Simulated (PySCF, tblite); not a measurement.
# C6H7N2−: a rotation path, then NMR shifts on frames, part 2 of 2

tblite 0.8.0 and PySCF 2.14.0. Atoms count from 0.

### Step 5. Nuclear shieldings: image 4, PBE0/pcSseg-1

What the job is given:

```
{"job": {"kind": "nmr", "xc": "PBE0", "basis": "pcSseg-1", "pop": false}, "charge": -1, "multiplicity": 1}
C      1.072900    -1.917600     1.262200
C      0.532400    -1.480600     0.136400
C      0.866500    -0.198600    -0.539400
C     -0.294800     0.758300    -0.413800
C     -1.594100     0.524400     0.041100
N     -2.321400     1.640700    -0.017800
N     -1.546900     2.617700    -0.505600
C     -0.336300     2.114000    -0.743900
H      0.744300    -2.825400     1.747600
H      1.862300    -1.373100     1.758100
H     -0.267400    -2.045800    -0.327600
H      1.078200    -0.389900    -1.604500
H      1.769600     0.240700    -0.094600
H     -2.027600    -0.391700     0.419100
H      0.457800     2.735100    -1.139100
```

Level: GIAO PBE0/pcSseg-1 NMR shielding, non-relativistic, gas phase.

Log:

```text
coarse grid: 12984 points
cycle   1  E = -341.7507545463  dE =  1.309e+00  |g| = 5.063e-01  |ddm| = 3.771e+00
cycle   2  E = -341.7521825240  dE = -1.428e-03  |g| = 5.621e-01  |ddm| = 1.877e+00
cycle   3  E = -341.8313242307  dE = -7.914e-02  |g| = 1.231e-01  |ddm| = 9.537e-01
cycle   4  E = -341.8335726604  dE = -2.248e-03  |g| = 6.816e-02  |ddm| = 1.635e-01
cycle   5  E = -341.8346495207  dE = -1.077e-03  |g| = 1.199e-02  |ddm| = 9.307e-02
cycle   6  E = -341.8346755584  dE = -2.604e-05  |g| = 5.991e-03  |ddm| = 1.618e-02
cycle   7  E = -341.8346842077  dE = -8.649e-06  |g| = 1.220e-03  |ddm| = 5.442e-03
final grid: 126840 points
cycle   8  E = -341.8806828548  dE = -3.713e-05  |g| = 7.234e-03  |ddm| = 3.817e-02
cycle   9  E = -341.8806810794  dE =  1.775e-06  |g| = 7.922e-03  |ddm| = 1.806e-02
cycle  10  E = -341.8806960410  dE = -1.496e-05  |g| = 1.475e-03  |ddm| = 9.316e-03
cycle  11  E = -341.8806965367  dE = -4.957e-07  |g| = 3.404e-04  |ddm| = 1.790e-03
cycle  12  E = -341.8806965617  dE = -2.499e-08  |g| = 1.051e-04  |ddm| = 4.571e-04
cycle  13  E = -341.8806965641  dE = -2.410e-09  |g| = 2.528e-05  |ddm| = 1.063e-04
cycle  14  E = -341.8806965642  dE = -1.413e-10  |g| = 7.052e-06  |ddm| = 3.164e-05
converged SCF energy = -341.8806965642

GIAO shielding tensors (ppm)
atom      isotropic    diamagn.    paramagn.     s11        s22        s33       span
  0 C       76.090     253.937    -177.847    -30.300    104.467    154.102    184.401
  1 C       31.077     255.381    -224.304   -100.132     32.724    160.638    260.769
  2 C      147.866     243.760     -95.894    136.501    146.395    160.703     24.202
  3 C       76.606     256.221    -179.615      4.421     77.265    148.132    143.712
  4 C       54.703     248.182    -193.480    -44.023     79.684    128.448    172.471
  5 N     -101.061     334.502    -435.563   -332.815   -149.353    178.984    511.800
  6 N     -104.978     333.938    -438.915   -332.962   -160.991    179.020    511.982
  7 C       51.759     246.885    -195.127    -42.915     79.884    118.307    161.221
  8 H       26.955      29.948      -2.993     24.026     25.883     30.956      6.930
  9 H       26.767      31.992      -5.225     23.919     25.755     30.629      6.710
 10 H       24.607      32.173      -7.566     21.769     24.432     27.618      5.849
 11 H       27.779      29.464      -1.685     23.428     26.959     32.951      9.523
 12 H       28.107      31.350      -3.243     23.649     28.456     32.216      8.567
 13 H       24.767      33.234      -8.466     22.491     23.299     28.512      6.021
 14 H       24.581      31.980      -7.399     23.161     23.414     27.168      4.006
```

It took 15 s on 1 thread of Arm Neoverse V2, shared host; peak memory 0.79 GiB.

In short: δ C1 155.8, C7 135.2, C4 132.2, C0 110.8, H14 7.14, H10 7.11 ppm.

### Step 6. Shielding tensors: image 6, PBE0/pcSseg-1

What the job is given:

```
{"job": {"kind": "nmr", "xc": "PBE0", "basis": "pcSseg-1", "pop": false}, "charge": -1, "multiplicity": 1}
C      0.903100    -2.097900     1.104100
C      0.597300    -1.448700    -0.008000
C      0.987300    -0.045800    -0.314300
C     -0.246100     0.818500    -0.331600
C     -1.400300     0.713200     0.448000
N     -2.265300     1.679100     0.139000
N     -1.724300     2.430600    -0.830000
C     -0.524300     1.932300    -1.125200
H      0.541100    -3.093300     1.316300
H      1.521700    -1.646900     1.865200
H     -0.043200    -1.918000    -0.746000
H      1.468100     0.000900    -1.300800
H      1.711900     0.310600     0.432600
H     -1.629800    -0.016300     1.212800
H      0.098300     2.389700    -1.884100
```

Level: GIAO PBE0/pcSseg-1 NMR shielding, non-relativistic, gas phase.

Log:

```text
coarse grid: 12984 points
cycle   1  E = -341.7546533571  dE =  1.307e+00  |g| = 5.042e-01  |ddm| = 3.761e+00
cycle   2  E = -341.7562517513  dE = -1.598e-03  |g| = 5.589e-01  |ddm| = 1.851e+00
cycle   3  E = -341.8350614938  dE = -7.881e-02  |g| = 1.181e-01  |ddm| = 9.373e-01
cycle   4  E = -341.8370740212  dE = -2.013e-03  |g| = 6.656e-02  |ddm| = 1.556e-01
cycle   5  E = -341.8380886346  dE = -1.015e-03  |g| = 1.284e-02  |ddm| = 9.236e-02
cycle   6  E = -341.8381198197  dE = -3.119e-05  |g| = 6.062e-03  |ddm| = 1.742e-02
cycle   7  E = -341.8381287170  dE = -8.897e-06  |g| = 1.257e-03  |ddm| = 5.575e-03
final grid: 126840 points
cycle   8  E = -341.8837444334  dE = -3.465e-05  |g| = 7.211e-03  |ddm| = 3.592e-02
cycle   9  E = -341.8837424439  dE =  1.989e-06  |g| = 7.959e-03  |ddm| = 1.775e-02
cycle  10  E = -341.8837574508  dE = -1.501e-05  |g| = 1.559e-03  |ddm| = 9.427e-03
cycle  11  E = -341.8837580186  dE = -5.678e-07  |g| = 3.150e-04  |ddm| = 1.895e-03
cycle  12  E = -341.8837580397  dE = -2.115e-08  |g| = 9.892e-05  |ddm| = 4.239e-04
cycle  13  E = -341.8837580419  dE = -2.124e-09  |g| = 2.407e-05  |ddm| = 9.760e-05
cycle  14  E = -341.8837580420  dE = -1.345e-10  |g| = 4.967e-06  |ddm| = 2.658e-05
converged SCF energy = -341.8837580420

GIAO shielding tensors (ppm)
atom      isotropic    diamagn.    paramagn.     s11        s22        s33       span
  0 C       78.886     254.142    -175.256    -24.094    105.805    154.947    179.041
  1 C       32.779     255.029    -222.249    -95.585     38.560    155.363    250.949
  2 C      147.901     243.506     -95.605    135.428    145.962    162.312     26.884
  3 C       78.702     256.684    -177.982      4.638     81.080    150.388    145.749
  4 C       49.953     248.062    -198.110    -50.877     73.801    126.934    177.811
  5 N     -106.612     334.091    -440.703   -341.437   -155.521    177.122    518.559
  6 N     -108.449     333.825    -442.275   -338.720   -156.963    170.335    509.055
  7 C       50.943     246.899    -195.956    -45.017     82.216    115.630    160.646
  8 H       27.147      30.118      -2.971     24.127     26.132     31.183      7.056
  9 H       26.921      32.120      -5.199     23.672     26.339     30.753      7.082
 10 H       25.298      32.034      -6.736     21.717     26.178     27.998      6.281
 11 H       28.148      30.214      -2.066     23.198     28.252     32.995      9.797
 12 H       28.087      30.902      -2.815     24.539     26.840     32.883      8.344
 13 H       24.663      33.040      -8.377     22.508     22.780     28.700      6.193
 14 H       24.666      31.893      -7.227     23.356     23.506     27.137      3.781
```

It took 15 s on 1 thread of Arm Neoverse V2, shared host; peak memory 0.79 GiB.

This run: δ C1 154.1, C4 137.0, C7 136.0, C3 108.2, H13 7.05, H14 7.05 ppm.

### Step 7. Shielding tensors: image 8, PBE0/pcSseg-1

What the job is given:

```
{"job": {"kind": "nmr", "xc": "PBE0", "basis": "pcSseg-1", "pop": false}, "charge": -1, "multiplicity": 1}
C      0.802300    -2.231600     0.866500
C      0.714500    -1.374500    -0.138500
C      1.048000     0.076400    -0.068100
C     -0.226300     0.861800    -0.212500
C     -1.236600     1.070300     0.729100
N     -2.210700     1.818100     0.213000
N     -1.887000     2.113100    -1.055500
C     -0.711800     1.547600    -1.327500
H      0.477400    -3.258200     0.781700
H      1.187600    -1.936700     1.830700
H      0.303900    -1.701300    -1.087600
H      1.727500     0.344000    -0.886800
H      1.541000     0.304800     0.884300
H     -1.285000     0.714300     1.750200
H     -0.248900     1.659800    -2.300700
```

With the program's defaults for keys left out, this is: GIAO PBE0/pcSseg-1 NMR shielding, non-relativistic, gas phase.

Log:

```text
coarse grid: 12984 points
cycle   1  E = -341.7543131122  dE =  1.303e+00  |g| = 5.069e-01  |ddm| = 3.749e+00
cycle   2  E = -341.7552634156  dE = -9.503e-04  |g| = 5.639e-01  |ddm| = 1.847e+00
cycle   3  E = -341.8355552405  dE = -8.029e-02  |g| = 1.168e-01  |ddm| = 9.372e-01
cycle   4  E = -341.8374953578  dE = -1.940e-03  |g| = 6.625e-02  |ddm| = 1.501e-01
cycle   5  E = -341.8384958308  dE = -1.000e-03  |g| = 1.321e-02  |ddm| = 9.061e-02
cycle   6  E = -341.8385293540  dE = -3.352e-05  |g| = 6.084e-03  |ddm| = 1.780e-02
cycle   7  E = -341.8385383095  dE = -8.956e-06  |g| = 1.273e-03  |ddm| = 5.640e-03
final grid: 126840 points
cycle   8  E = -341.8840129719  dE = -3.506e-05  |g| = 7.356e-03  |ddm| = 3.554e-02
cycle   9  E = -341.8840103532  dE =  2.619e-06  |g| = 8.260e-03  |ddm| = 1.800e-02
cycle  10  E = -341.8840264443  dE = -1.609e-05  |g| = 1.660e-03  |ddm| = 9.628e-03
cycle  11  E = -341.8840270924  dE = -6.481e-07  |g| = 3.105e-04  |ddm| = 1.946e-03
cycle  12  E = -341.8840271125  dE = -2.014e-08  |g| = 1.078e-04  |ddm| = 4.217e-04
cycle  13  E = -341.8840271151  dE = -2.571e-09  |g| = 2.486e-05  |ddm| = 1.085e-04
cycle  14  E = -341.8840271152  dE = -1.302e-10  |g| = 7.455e-06  |ddm| = 2.996e-05
converged SCF energy = -341.8840271152

GIAO shielding tensors (ppm)
atom      isotropic    diamagn.    paramagn.     s11        s22        s33       span
  0 C       83.695     253.999    -170.304    -13.276    108.668    155.692    168.968
  1 C       30.151     255.109    -224.958   -100.046     40.721    149.778    249.824
  2 C      148.141     243.345     -95.205    133.001    146.290    165.131     32.129
  3 C       77.557     256.415    -178.858      5.744     77.297    149.631    143.887
  4 C       48.290     248.045    -199.755    -52.033     74.280    122.624    174.657
  5 N     -112.389     333.762    -446.151   -348.948   -159.267    171.049    519.997
  6 N     -105.820     333.900    -439.720   -337.966   -149.490    169.994    507.960
  7 C       50.410     247.790    -197.380    -46.164     83.982    113.410    159.574
  8 H       27.518      30.140      -2.621     24.898     26.086     31.571      6.673
  9 H       27.093      32.191      -5.097     23.988     26.455     30.837      6.848
 10 H       25.469      32.011      -6.542     21.408     25.843     29.157      7.749
 11 H       28.441      30.276      -1.835     24.217     28.099     33.006      8.790
 12 H       28.339      31.238      -2.899     25.076     27.522     32.419      7.342
 13 H       24.527      32.945      -8.419     22.724     22.981     27.876      5.152
 14 H       24.718      32.279      -7.561     23.204     23.751     27.199      3.995
```

Wall time 15 s (1 thread of Arm Neoverse V2, shared host); peak memory 0.79 GiB.

Key values: δ C1 156.8, C4 138.6, C7 136.5, C3 109.4, H13 7.19, H14 7.00 ppm.

### Step 8. Side by side: NMR shifts

Shifts (ppm) of some atoms, chosen among heavy atoms and hydrogens apart, with basis size and wall time:

```csv
frame,C4,C3,C0,H10,H11,N6,N5,functions,time
image 0,136.2,110.1,103.1,6.31,3.38,379.3,375.1,171,15 s
image 2,133.7,111.3,106.3,6.82,3.82,371.7,377.0,171,15 s
image 4,132.2,110.3,110.8,7.11,3.94,372.7,368.8,171,15 s
image 6,137.0,108.2,108.0,6.42,3.57,376.2,374.3,171,15 s
image 8,138.6,109.4,103.2,6.25,3.28,373.5,380.1,171,15 s
```

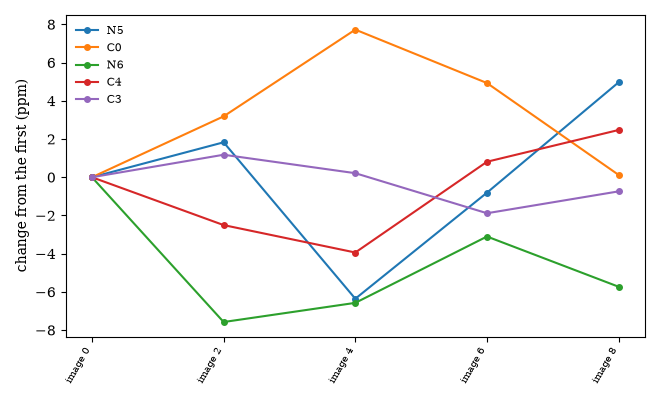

How five of the tabulated atoms move from run to run.

### Step 9. Results

This closing draws on all 2 parts.

| quantity | value |
| --- | --- |
| barrier | 0.056 eV (1.3 kcal/mol) at image 4 |
| end to end (GFN2-xTB) | 0.000 eV |
| 13C shifts against TMS (PBE0/pcSseg-1, image 0) | 157.1, 137.7, 136.2, 110.1, 103.1, 39.0 ppm |
| 1H shifts against TMS (PBE0/pcSseg-1, image 0) | 7.15, 7.04, 6.31, 4.54, 4.17, 3.38, 3.24 ppm |
| 15N shifts against NH3 (PBE0/pcSseg-1, image 0) | 379.3, 375.1 ppm |
| range of the shift of N5 | 368.8 to 380.1 ppm |

What this shows: Along the band the dihedral turns by 171°, and the top (dihedral 171°) lies 1.3 kcal/mol above the start (GFN2-xTB, rough), so at room temperature this motion is fast. The top was not checked by a frequency run. Shifts at one fixed geometry are not the observed spectrum, which averages over the motion. NICS(1)zz of -33 ppm above the planar ring from C3 marks a diatropic (aromatic) ring current. Across the 5 runs the shift of N5 moves most, between 368.8 (image 4) and 380.1 ppm (image 8).
